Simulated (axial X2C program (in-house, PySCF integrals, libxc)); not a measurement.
# TeP: from the state search to constants

What are the state, bond length, wavenumber and bond energy of TeP, and what does spin–orbit coupling change?

The runs use an in-house X2C program for linear molecules on PySCF integrals; all-electron X2C, Te dyall-cv3z, P dyall-v3z.

All values are calculated.

### Step 1. Set-up

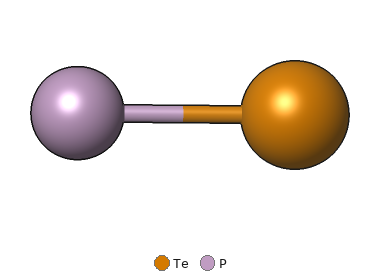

The two atoms at 2.300 Å (tellurium orange, phosphorus pink).

task.json reads:

```json
{"zs": [52, 15], "q": 0, "bas": ["dyall-cv3z", "dyall-v3z"], "levels": ["PBE0", "HF", "BLYP"], "cc": true, "r0": 2.3, "thr": -2.0, "nmax": 110, "npts": 10, "nst": 2, "ntry": 8}
```

Keys: zs atomic numbers; q charge; bas basis sets; levels methods (HF also brings MP2); cc coupled cluster on or off; r0 starting distance in Å; thr threshold in hartree for freezing inner shells (an s shell follows its p shell); nmax most natural virtual spinors; npts points asked for on the curve; nst determinants followed; ntry starts of the search.

The run is started by

```bash
> python so2c.py task.json out
```

Spin-free means the one-electron spin-free X2C Hamiltonian; two-component (2c) means X2C with spin–orbit coupling and atomic mean-field two-electron Coulomb and Gaunt terms. Basis: Te dyall-cv3z contracted to [11s12p8d4f1g], P dyall-v3z contracted to [8s7p2d1f]; Gaussian nuclei, density fitting. Masses: Te 129.906 u, P 30.974 u.

Notation: σ, π±, δ± give the projection m of an orbital's angular momentum (0, ±1, ±2), α and β its spin, Λ and M_S the sums; ω is the projection of a spinor's total angular momentum and Ω the sum. Logs are in hartree.

The results follow Hamiltonian by Hamiltonian and level by level.

### Step 2. State search with PBE0

Determinants are compared with PBE0 at 2.300 Å.

Spin-free determinants:

```
ΔE (eV)             state                                  open shells
   0.00  M_S = 1/2, Λ = 1                    beyond closed shells: π+α
   1.42  M_S = 3/2, Λ = 1  beyond closed shells: 2 × π+α, π+β, 2 × π-α
   2.32  M_S = 3/2, Λ = 0           beyond closed shells: σα, π+α, π-α
   2.46  M_S = 1/2, Λ = 3  beyond closed shells: 2 × π+α, 2 × π+β, π-α
   2.46  M_S = 1/2, Λ = 1  beyond closed shells: π+α, 2 × π+β, 2 × π-α
   2.85  M_S = 1/2, Λ = 0           beyond closed shells: σβ, π+α, π-α
   3.25  M_S = 1/2, Λ = 0           beyond closed shells: σα, π+β, π-α
```

Two-component determinants:

```csv
ΔE (eV),state,open shells
0.00,Ω = 1/2,excess of +ω over −ω: ω = 1/2
0.27,Ω = 3/2,excess of +ω over −ω: ω = 3/2
1.39,Ω = 5/2,"excess of +ω over −ω: ω = -1/2, 2 × ω = 3/2"
1.75,Ω = 1/2,"excess of +ω over −ω: 2 × ω = -1/2, ω = 3/2"
2.26,Ω = 3/2,excess of +ω over −ω: ω = 3/2
2.44,Ω = 7/2,"excess of +ω over −ω: ω = 1/2, 2 × ω = 3/2"
2.75,Ω = 5/2,"excess of +ω over −ω: 2 × ω = 1/2, ω = 3/2"
```

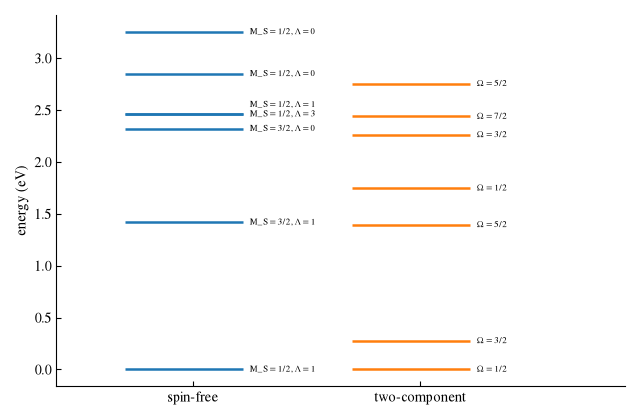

The determinants found, each set from its own lowest.

### Step 3. PBE0, spin-free

State followed: M_S = 1/2, Λ = 1 (beyond closed shells: π+α). The scan is laid around 2.255 Å, a first estimate of the minimum, and this SCF restarts from the orbitals of the search.

The SCF at the reference distance of 2.255 Å:

```text
spin-free X2C-1e  PBE0
basis functions 170  fitting functions 922  grid points 5080
iter        total energy     max residual
   1      -7134.614544072     1.34e+00
   2      -7135.519337605     1.64e-02
   3      -7135.509020857     3.00e-02
   4      -7135.521084441     1.07e-02
   5      -7135.524204153     8.80e-04
   6      -7135.524223740     4.81e-04
   7      -7135.524228882     1.90e-04
   8      -7135.524231500     1.48e-04
   9      -7135.524235314     6.68e-05
  10      -7135.524236976     1.72e-05
  11      -7135.524237001     2.69e-06
  12      -7135.524237002     6.04e-07
converged
one-electron -10159.73226149  Coulomb 3041.66226186  exact exchange -49.36051555  xc functional -151.13506308  nuclear repulsion 183.04134125
```

Along the bond, energies from the lowest point:

| R (Å) | E (eV) | μ (D) | HOMO (eV) | LUMO (eV) | iterations |
| --- | --- | --- | --- | --- | --- |
| 2.120 | 0.1746 | -0.74 | -5.38 | -3.62 | 12 |
| 2.187 | 0.0247 | -0.62 | -5.53 | -3.77 | 12 |
| 2.255 | 0.0000 | -0.50 | -5.67 | -3.92 | 12 |
| 2.334 | 0.0856 | -0.35 | -5.81 | -4.08 | 13 |
| 2.413 | 0.2514 | -0.20 | -5.92 | -4.21 | 12 |
| 2.514 | 0.5200 | -0.04 | -6.02 | -4.28 | 13 |

Dipoles are positive if P is the positive end.

Outer orbitals at the reference distance:

| symmetry | occupied | ε (eV) | atomic character |
| --- | --- | --- | --- |
| σα | yes | -19.06 | 48% Te s, 36% P s, 7% P p |
| σβ | yes | -18.71 | 53% Te s, 30% P s, 8% P p |
| σα | yes | -14.74 | 40% P s, 33% Te s, 14% Te p |
| σβ | yes | -13.97 | 45% P s, 28% Te s, 17% Te p |
| σα | yes | -8.77 | 46% P p, 40% Te p, 7% P s |
| σβ | yes | -8.50 | 46% P p, 39% Te p, 9% P s |
| π+α | yes | -8.50 | 48% P p, 48% Te p |
| π-α | yes | -8.07 | 51% Te p, 45% P p |
| π-β | yes | -7.69 | 65% Te p, 30% P p, 3% P d |
| π+β | yes | -7.69 | 65% Te p, 30% P p, 3% P d |
| π+α | yes | -5.67 | 47% Te p, 45% P p, 4% Te d |
| π-α | no | -3.92 | 48% P p, 44% Te p, 5% Te d |
| π-β | no | -3.17 | 61% P p, 30% Te p, 6% Te d |
| π+β | no | -3.17 | 61% P p, 30% Te p, 6% Te d |
| σα | no | -0.38 | 34% Te p, 25% P p, 20% Te d |

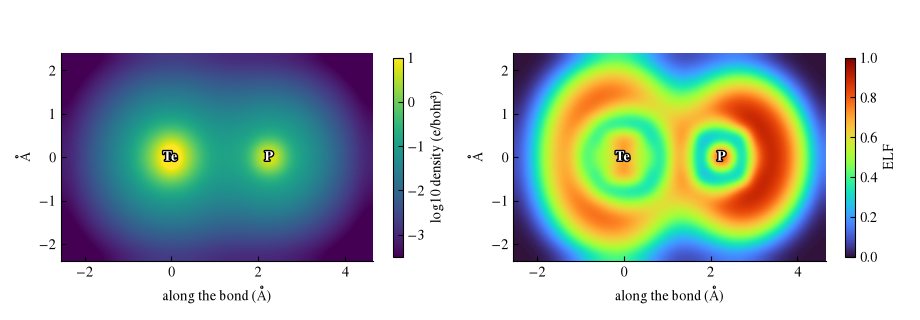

PBE0 fields in a plane through the axis, from a grid of 0.3 Å; Te lies at z = 0 and P at z = 2.255 Å; the ELF is damped to zero where the density is low.

Re = 2.236 Å, ωe = 489 cm⁻¹, Be = 0.1348 cm⁻¹, De = 3.08 eV, μ = -0.54 D.

### Step 4. HF, spin-free

Output at 2.255 Å:

```text
spin-free X2C-1e  HF
basis functions 170  fitting functions 922  grid points 5080
iter        total energy     max residual
   1      -7132.470720584     2.40e-01
   2      -7132.496394517     5.72e-03
   3      -7132.498081135     4.52e-03
   4      -7132.498982573     3.90e-03
   5      -7132.499802260     3.69e-03
   6      -7132.500507043     4.14e-03
   7      -7132.499822992     3.86e-03
   8      -7132.495375805     2.12e-03
   9      -7132.494833899     1.50e-03
  10      -7132.494726540     6.61e-04
  11      -7132.494704207     2.67e-04
  12      -7132.494691309     1.66e-04
  13      -7132.494683586     2.07e-04
  14      -7132.494688626     2.23e-04
  15      -7132.494681545     1.11e-04
  16      -7132.494680666     3.07e-05
  17      -7132.494680570     1.05e-05
  18      -7132.494680567     3.13e-06
  19      -7132.494680565     1.96e-06
converged
one-electron -10158.25045930  Coulomb 3040.22418406  exact exchange -197.50974658  xc functional 0.00000000  nuclear repulsion 183.04134125
```

On the way the iterations pass 0.159 eV below the final energy, so this may not be the lowest solution of its occupation.

No constants are quoted: the points don't follow one smooth fit.

### Step 5. BLYP, spin-free

Output at 2.255 Å:

```text
spin-free X2C-1e  BLYP
basis functions 170  fitting functions 922  grid points 5080
iter        total energy     max residual
   1      -7136.239919437     9.10e-02
   2      -7136.245799211     9.66e-03
   3      -7136.212080966     3.38e-02
   4      -7136.247253698     4.13e-03
   5      -7136.247437946     1.44e-03
   6      -7136.247481316     1.88e-04
   7      -7136.247482558     5.77e-05
   8      -7136.247482744     9.08e-05
   9      -7136.247483010     2.27e-05
  10      -7136.247483024     2.53e-06
  11      -7136.247483024     6.73e-07
converged
one-electron -10159.63957235  Coulomb 3041.55506306  exact exchange 0.00000000  xc functional -201.20431498  nuclear repulsion 183.04134125
```

Re = 2.287 Å, ωe = 443 cm⁻¹, ωexe = 1.36 cm⁻¹, Be = 0.1288 cm⁻¹, De = 3.44 eV, μ = -0.59 D.

### Step 6. MP2 and beyond, spin-free

Correlated methods: 21 electrons correlated (frozen shells, counted by type: Te 4 s, 3 p, 1 d; P 2 s, 1 p), 217 virtual spinors in MP2, 110 natural virtuals in coupled cluster.

Output of the correlated part at 2.255 Å:

```text
correlated 21  virtual 217  natural virtual 110  E(MP2) -0.762976662  MP2 remainder -0.067787597
iter   CCSD correlation   residual
   1     -0.643430318   1.95e-01
   2     -0.662886578   8.41e-02
   3     -0.668077342   3.82e-02
   4     -0.667929069   2.07e-02
   5     -0.668561113   1.34e-02
   6     -0.668904809   7.13e-03
   7     -0.668962611   3.85e-03
   8     -0.669055609   1.75e-03
   9     -0.669028481   8.46e-04
  10     -0.669043680   3.37e-04
  11     -0.669040466   1.88e-04
  12     -0.669042836   1.10e-04
  13     -0.669042718   5.34e-05
  14     -0.669042661   2.20e-05
  15     -0.669042789   8.09e-06
  16     -0.669042861   2.88e-06
  17     -0.669042881   1.44e-06
(T) -0.026842135  T1 0.0454  D1 0.1836  max T2 0.113
```

T1 in the output is the amplitude norm over the root of the electron number; divide by √2 for the Lee–Taylor value.

MP2: No constants are quoted: the reference is strongly spin-contaminated.

CCSD: No constants are quoted: the points don't follow one smooth fit.

CCSD(T): No constants are quoted: the points don't follow one smooth fit.

### Step 7. A higher determinant, spin-free

State: M_S = 3/2, Λ = 1 (beyond closed shells: 2 × π+α, π+β, 2 × π-α).

Output at the reference distance:

```text
spin-free X2C-1e  PBE0
basis functions 170  fitting functions 922  grid points 5080
iter        total energy     max residual
   1      -7134.544881385     1.34e+00
   2      -7135.461601213     1.46e-02
   3      -7135.460843434     2.12e-02
   4      -7135.465441371     1.94e-03
   5      -7135.465495941     8.17e-04
   6      -7135.465514855     2.06e-04
   7      -7135.465515518     5.47e-05
   8      -7135.465515599     1.57e-05
   9      -7135.465515613     4.76e-06
  10      -7135.465515615     1.92e-06
converged
one-electron -10159.37410048  Coulomb 3041.43254738  exact exchange -49.38816095  xc functional -151.17714282  nuclear repulsion 183.04134125
```

| R (Å) | E above the lowest PBE0 point (eV) |
| --- | --- |
| 2.120 | 2.373 |
| 2.187 | 1.912 |
| 2.255 | 1.598 |
| 2.334 | 1.375 |
| 2.413 | 1.269 |
| 2.514 | 1.258 |

No constants are quoted: the lowest point is the long end of the scan.

### Step 8. The spin-free curves together

Energy (eV) of the followed determinant, spin-free, from each level's lowest point:

| R (Å) | PBE0 | HF | MP2 (spin-contaminated) | CCSD | CCSD(T) | BLYP |
| --- | --- | --- | --- | --- | --- | --- |
| 2.120 | 0.175 | 0.243 | 0.496 | 0.220 | 0.301 | 0.314 |
| 2.187 | 0.025 | 0.000 | 0.451 | 0.089 | 0.169 | 0.094 |
| 2.255 | 0.000 | 0.297 | 0.000 | 0.000 | 0.000 | 0.000 |
| 2.334 | 0.086 | 0.434 | 0.009 | 0.071 | 0.032 | 0.008 |
| 2.413 | 0.251 | 0.671 | 0.176 | 0.247 | 0.166 | 0.109 |
| 2.514 | 0.520 | 1.072 | 0.507 | 0.568 | 0.425 | 0.328 |

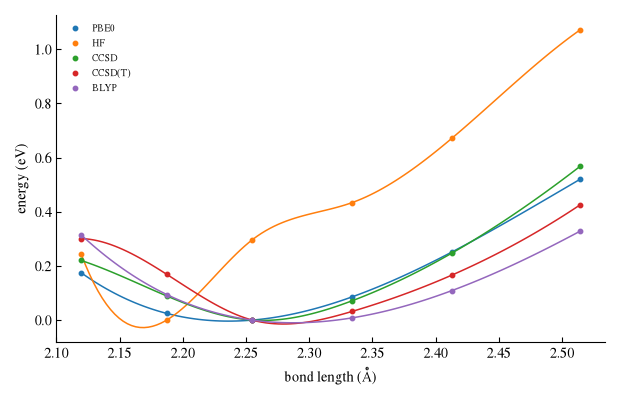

Curves of the followed state, spin-free, each from its own lowest point. Left out: MP2.

### Step 9. PBE0, 2c

State followed: Ω = 1/2 (excess of +ω over −ω: ω = 1/2). The scan is laid around 2.255 Å, a first estimate of the minimum, and this SCF restarts from the orbitals of the search.

The SCF at the reference distance of 2.255 Å:

```text
two-component X2C + atomic mean field  PBE0
basis functions 170  fitting functions 922  grid points 5080
iter        total energy     max residual
   1      -7131.715729503     1.34e+00
   2      -7132.624972311     1.63e-02
   3      -7132.616377786     2.90e-02
   4      -7132.627280168     9.58e-03
   5      -7132.629743372     9.92e-04
   6      -7132.629769123     4.78e-04
   7      -7132.629775042     2.16e-04
   8      -7132.629778619     1.71e-04
   9      -7132.629783828     7.29e-05
  10      -7132.629784883     1.32e-05
  11      -7132.629784896     2.76e-06
  12      -7132.629784896     6.94e-07
converged
one-electron -10151.32557244  Coulomb 3040.13933698  exact exchange -49.33466324  xc functional -151.05800613  nuclear repulsion 183.04134125  atomic mean-field constant -4.09222131
```

Along the bond, energies from the lowest point:

| R (Å) | E (eV) | μ (D) | HOMO (eV) | LUMO (eV) | iterations |
| --- | --- | --- | --- | --- | --- |
| 2.120 | 0.1960 | -0.86 | -5.48 | -3.47 | 12 |
| 2.187 | 0.0366 | -0.75 | -5.63 | -3.62 | 12 |
| 2.255 | 0.0000 | -0.64 | -5.78 | -3.76 | 12 |
| 2.334 | 0.0672 | -0.50 | -5.92 | -3.89 | 13 |
| 2.413 | 0.2106 | -0.37 | -6.04 | -3.98 | 12 |
| 2.514 | 0.4531 | -0.23 | -6.16 | -4.04 | 12 |

Dipoles are positive if P is the positive end.

Outer spinors at the reference distance:

| ω | occupied | ε (eV) | atomic character | λ mixture |
| --- | --- | --- | --- | --- |
| -1/2 | yes | -19.04 | 47% Te s, 37% P s, 7% P p | 100% σ |
| 1/2 | yes | -18.69 | 55% Te s, 28% P s, 9% P p | 100% σ |
| -1/2 | yes | -14.71 | 40% P s, 34% Te s, 14% Te p | 100% σ |
| 1/2 | yes | -13.91 | 46% P s, 27% Te s, 18% Te p | 100% σ |
| -1/2 | yes | -8.81 | 44% Te p, 43% P p, 7% P s | 93% σ, 7% π |
| 1/2 | yes | -8.77 | 51% Te p, 41% P p, 4% P s | 66% π, 34% σ |
| 1/2 | yes | -8.34 | 50% P p, 39% Te p, 6% P s | 65% σ, 35% π |
| -3/2 | yes | -7.93 | 52% P p, 44% Te p, 2% Te d | 100% π |
| -1/2 | yes | -7.84 | 68% Te p, 27% P p, 3% P d | 93% π, 7% σ |
| 3/2 | yes | -7.51 | 64% Te p, 31% P p, 3% P d | 100% π |
| 1/2 | yes | -5.78 | 48% P p, 44% Te p, 4% Te d | 99% π, 1% σ |
| -3/2 | no | -3.76 | 50% Te p, 41% P p, 4% Te d | 100% π |
| -1/2 | no | -3.15 | 68% P p, 23% Te p, 7% Te d | 100% π |
| 3/2 | no | -3.01 | 60% P p, 30% Te p, 6% Te d | 100% π |
| -1/2 | no | -0.35 | 34% Te p, 25% P p, 20% Te d | 100% σ |

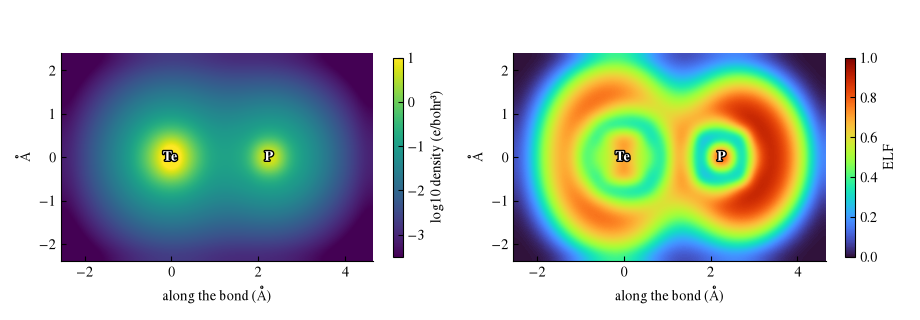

PBE0 fields in a plane through the axis, from a grid of 0.3 Å; Te lies at z = 0 and P at z = 2.255 Å; the ELF is damped to zero where the density is low.

Re = 2.245 Å, ωe = 468 cm⁻¹, ωexe = 2.38 cm⁻¹, Be = 0.1337 cm⁻¹, De = 2.97 eV, μ = -0.65 D.

### Step 10. HF, 2c

Output at 2.255 Å:

```text
two-component X2C + atomic mean field  HF
basis functions 170  fitting functions 922  grid points 5080
iter        total energy     max residual
   1      -7129.575768474     2.73e-01
   2      -7129.602044748     6.77e-03
   3      -7129.604577838     5.02e-03
   4      -7129.606167409     5.58e-03
   5      -7129.607622548     5.37e-03
   6      -7129.609191438     5.61e-03
   7      -7129.612486270     5.03e-03
   8      -7129.615371889     1.43e-03
   9      -7129.615457288     1.12e-03
  10      -7129.615574027     2.42e-04
  11      -7129.615578334     1.09e-04
  12      -7129.615577958     7.94e-05
  13      -7129.615578880     5.34e-05
  14      -7129.615579215     1.25e-05
  15      -7129.615579228     4.46e-06
  16      -7129.615579226     5.28e-06
  17      -7129.615579230     3.85e-07
  18      -7129.615579230     1.14e-07
converged
one-electron -10150.10562402  Coulomb 3039.02392142  exact exchange -197.48299657  xc functional 0.00000000  nuclear repulsion 183.04134125  atomic mean-field constant -4.09222131
```

No constants are quoted: too few points lie around the minimum for a second fit to confirm the first.

### Step 11. BLYP, 2c

Output at 2.255 Å:

```text
two-component X2C + atomic mean field  BLYP
basis functions 170  fitting functions 922  grid points 5080
iter        total energy     max residual
   1      -7133.345751268     1.00e-01
   2      -7133.352244786     8.69e-03
   3      -7133.327619076     3.04e-02
   4      -7133.353310831     3.92e-03
   5      -7133.353538624     1.35e-03
   6      -7133.353576163     1.32e-04
   7      -7133.353578105     7.53e-05
   8      -7133.353578525     9.57e-05
   9      -7133.353578816     1.99e-05
  10      -7133.353578826     1.77e-06
  11      -7133.353578826     6.02e-07
converged
one-electron -10151.22161096  Coulomb 3040.01861756  exact exchange 0.00000000  xc functional -201.09970536  nuclear repulsion 183.04134125  atomic mean-field constant -4.09222131
```

Re = 2.294 Å, ωe = 435 cm⁻¹, ωexe = 1.5 cm⁻¹, Be = 0.1281 cm⁻¹, De = 3.25 eV, μ = -0.71 D.

### Step 12. Correlated methods, 2c

Correlated methods: 21 electrons correlated (frozen shells, counted by type: Te 4 s, 3 p, 1 d; P 2 s, 1 p), 217 virtual spinors in MP2, 110 natural virtuals in coupled cluster.

Output of the correlated part at 2.255 Å:

```text
correlated 21  virtual 217  natural virtual 110  E(MP2) -0.728340679  MP2 remainder -0.062910663
iter   CCSD correlation   residual
   1     -0.625205883   1.65e-01
   2     -0.643225604   7.50e-02
   3     -0.647760489   4.89e-02
   4     -0.649613561   3.35e-02
   5     -0.651982104   1.77e-02
   6     -0.652233604   6.07e-03
   7     -0.652336628   1.96e-03
   8     -0.652336090   8.60e-04
   9     -0.652321118   3.94e-04
  10     -0.652330442   1.83e-04
  11     -0.652327534   9.23e-05
  12     -0.652327503   4.87e-05
  13     -0.652327870   2.19e-05
  14     -0.652327718   1.03e-05
  15     -0.652327918   3.82e-06
  16     -0.652328020   1.81e-06
  17     -0.652328061   9.32e-07
  18     -0.652328103   5.25e-07
  19     -0.652328118   2.89e-07
(T) -0.023157077  T1 0.0652  D1 0.2162  max T2 0.118
```

MP2: No constants are quoted: the reference is strongly spin-contaminated.

CCSD: No constants are quoted: the points don't follow one smooth fit.

CCSD(T): No constants are quoted: the points don't follow one smooth fit.

### Step 13. A higher determinant, 2c

State: Ω = 3/2 (excess of +ω over −ω: ω = 3/2).

Output at the reference distance:

```text
two-component X2C + atomic mean field  PBE0
basis functions 170  fitting functions 922  grid points 5080
iter        total energy     max residual
   1      -7131.706418038     1.34e+00
   2      -7132.615175669     1.65e-02
   3      -7132.604299455     3.04e-02
   4      -7132.616761611     1.06e-02
   5      -7132.620066065     8.01e-04
   6      -7132.620081297     3.83e-04
   7      -7132.620084338     1.38e-04
   8      -7132.620085041     6.58e-05
   9      -7132.620085383     2.93e-05
  10      -7132.620085803     2.00e-05
  11      -7132.620085873     4.61e-06
  12      -7132.620085876     1.14e-06
  13      -7132.620085876     3.82e-07
converged
one-electron -10151.19667008  Coulomb 3040.01022090  exact exchange -49.33136329  xc functional -151.05139335  nuclear repulsion 183.04134125  atomic mean-field constant -4.09222131
```

| R (Å) | E above the lowest PBE0 point (eV) |
| --- | --- |
| 2.120 | 0.441 |
| 2.187 | 0.289 |
| 2.255 | 0.264 |
| 2.334 | 0.353 |
| 2.413 | 0.532 |
| 2.514 | 0.830 |

Re = 2.237 Å, ωe = 498 cm⁻¹, Be = 0.1347 cm⁻¹, μ = -0.49 D. Te = 0.26 eV.

### Step 14. The 2c curves together

Energy (eV) of the followed determinant, 2c, from each level's lowest point:

| R (Å) | PBE0 | HF | MP2 (spin-contaminated) | CCSD | CCSD(T) | BLYP |
| --- | --- | --- | --- | --- | --- | --- |
| 2.120 | 0.196 | 0.486 | 0.088 | 0.181 | 0.175 | 0.328 |
| 2.187 | 0.037 | 0.229 | 0.006 | 0.027 | 0.024 | 0.102 |
| 2.255 | 0.000 | 0.077 | 0.000 | 0.000 | 0.000 | 0.000 |
| 2.334 | 0.067 | 0.000 | 0.058 | 0.050 | 0.064 | 0.000 |
| 2.413 | 0.211 | 0.003 | 0.166 | 0.168 | 0.198 | 0.091 |
| 2.514 | 0.453 | 0.089 | 0.351 | 0.372 | 0.425 | 0.295 |

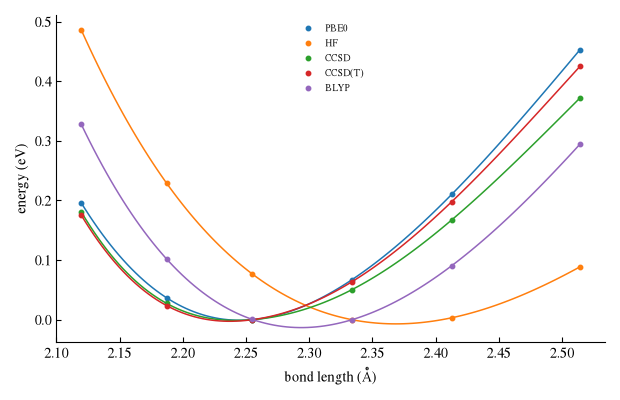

Curves of the followed state, 2c, each from its own lowest point. Left out: MP2.

The whole job took 16 min on 1 thread of Intel Xeon Platinum 8488C (Sapphire Rapids), shared host; peak memory 1.9 GiB.

### Step 15. What came out

Lowest determinant that the search found at its distance, spin-free: M_S = 1/2, Λ = 1 (beyond closed shells: π+α).

Lowest determinant that the search found at its distance, 2c: Ω = 1/2 (excess of +ω over −ω: ω = 1/2).

```csv
Hamiltonian,level,Re (Å),ωe (cm⁻¹),De (eV),μ (D)
spin-free,PBE0,2.236,489,3.08,-0.54
spin-free,BLYP,2.287,443,3.44,-0.59
2c,PBE0,2.245,468,2.97,-0.65
2c,BLYP,2.294,435,3.25,-0.71
```

Dipoles are positive if P is the positive end. No constants: spin-free HF (the points don't follow one smooth fit); spin-free MP2 (the reference is strongly spin-contaminated); spin-free CCSD (the points don't follow one smooth fit); spin-free CCSD(T) (the points don't follow one smooth fit); 2c HF (too few points lie around the minimum for a second fit to confirm the first); 2c MP2 (the reference is strongly spin-contaminated); 2c CCSD (the points don't follow one smooth fit); 2c CCSD(T) (the points don't follow one smooth fit).

Time per point (s) on 1 thread of Intel Xeon Platinum 8488C (Sapphire Rapids), shared host (2c runs); the times are rough: PBE0 1.1, BLYP 0.53.

**Reading.** At PBE0, going from spin-free to two-component changes Re by +9 mÅ, ωe by -4.3 %, so spin–orbit coupling matters for this bond. De moves by -0.11 eV; both De rest on single-determinant atoms, which can miss part of an open shell's spin–orbit lowering.

De refers to Te + P, each in the lowest determinant found, which need not be this curve's own limit. The state is a single determinant with fixed occupations, the lowest that a limited PBE0 search found. De is counted from the lowest determinant-based energies of the atoms at the same level, without counterpoise correction. Density functionals use the spin component along the axis (collinear). The spin-free determinant is spin-contaminated at some levels.
